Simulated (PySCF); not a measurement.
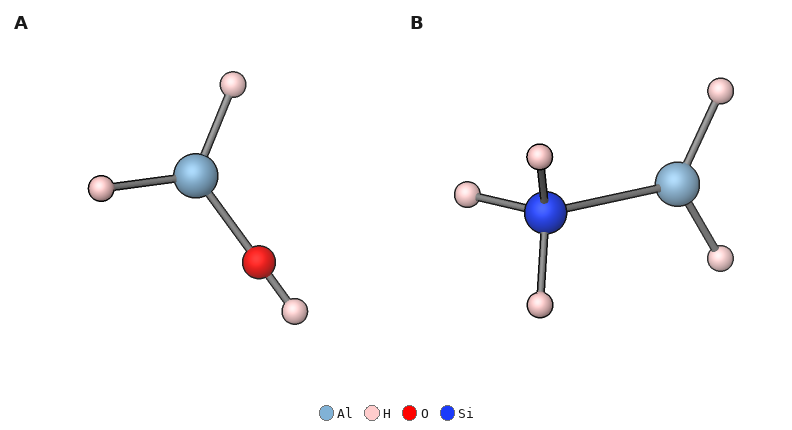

Two related species, optimised with PBE0-D3(BJ)/def2-SVP; properties computed with PySCF 2.14.0. Both: charge 0, singlet.

Question: What are A and B?

Answer: A is AlH2(OH), B is AlH2(SiH3).

Compare them. With PBE0/pcSseg-1 (pcSseg-2 on Al): dipole moment (D), HOMO–LUMO gap (eV), HOMO energy (Kohn–Sham orbital) (eV), shielding of Al (ppm), Hirshfeld charge of Al (e), IAO charge of Al (e). With CAM-B3LYP/def2-SVPD: lowest vertical singlet excitation (eV), mean static polarisability (bohr³). With PBE0-D3(BJ)/def2-SVP: mean Al–H length (Å).

```csv
quantity,A,B
dipole moment (D),1.16,0.35
HOMO–LUMO gap (eV),7.15,5.52
HOMO energy (Kohn–Sham orbital) (eV),−7.92,−7.66
shielding of Al (ppm),411.3,231.2
Hirshfeld charge of Al (e),0.56,0.44
IAO charge of Al (e),0.91,0.53
lowest vertical singlet excitation (eV),5.68,4.24
mean static polarisability (bohr³),32.9,63.9
mean Al–H length (Å),1.585,1.593
```

Each is one conformer, and no frequency run is at hand to confirm it as a minimum.
